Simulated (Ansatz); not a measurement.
```yaml
crystal:
  lattice:
    - [2.89169, 0.00000, 0.00000]
    - [0.00000, 2.89169, 0.00000]
    - [0.00000, 0.00000, 13.83394]
  atoms:
    - { symbol: Co, position: [0.00000, 0.00000, 0.80949] }
    - { symbol: Co, position: [0.00000, 0.00000, 0.00000] }
    - { symbol: Co, position: [0.00000, 0.00000, 0.19051] }
    - { symbol: Si, position: [0.50000, 0.50000, 0.71466] }
    - { symbol: Si, position: [0.50000, 0.50000, 0.90479] }
    - { symbol: Si, position: [0.50000, 0.50000, 0.09521] }
    - { symbol: Si, position: [0.50000, 0.50000, 0.28534] }
    - { symbol: Si, position: [0.50000, 0.50000, 0.50000] }
    - { symbol: Ru, position: [0.00000, 0.00000, 0.60723] }
    - { symbol: Ru, position: [0.00000, 0.00000, 0.39277] }
```

Space group P4/mmm; a structure generated by program, which may or may not match a known phase; computed without spin polarisation.

These are results of DFT PBE, scalar-relativistic, plane waves, PAW (Ansatz 0.2.0), not measurements.

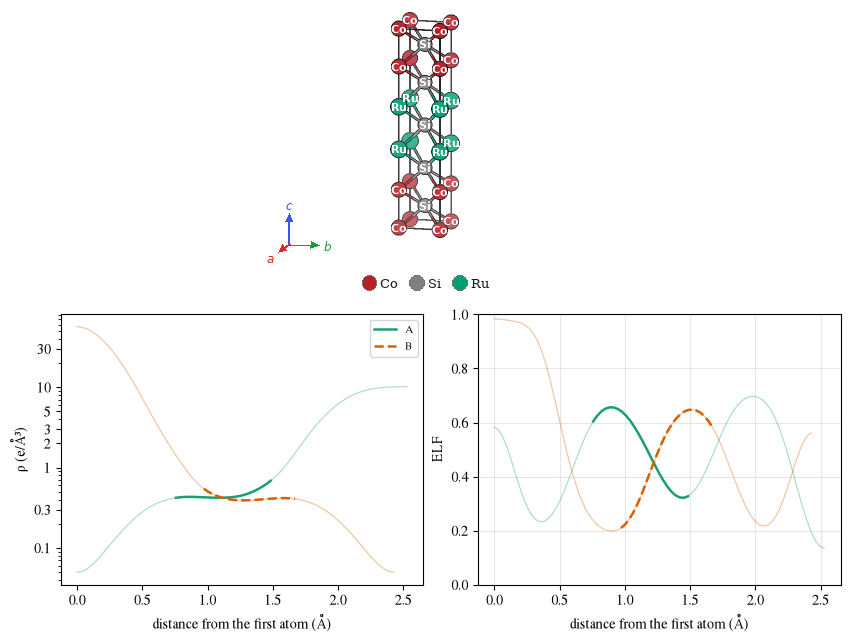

Co3Si5Ru2. Valence charge density (pseudo) and electron localisation function along straight lines between neighbouring atoms. Thin, pale parts lie inside the atomic spheres. The structure is drawn too.

Core electrons are frozen (PAW), and the valence fields are smoothed inside the atomic spheres.

### Which curve belongs to which contact (Co–Si and Si–Ru)? The first atom named is at distance zero.

Curve A: Si–Ru (2.53 Å): ρ is about 0.45 e/Å³ halfway; the ELF peaks at about 0.65 in the valence shell of Si, 0.9 Å from its nucleus, and is about 0.40 at the midpoint. Curve B: Co–Si (2.43 Å): ρ at the midpoint is about 0.39 e/Å³; the ELF peaks at about 0.65 in the valence shell of Si, 0.9 Å from its nucleus, and is about 0.45 at the midpoint.
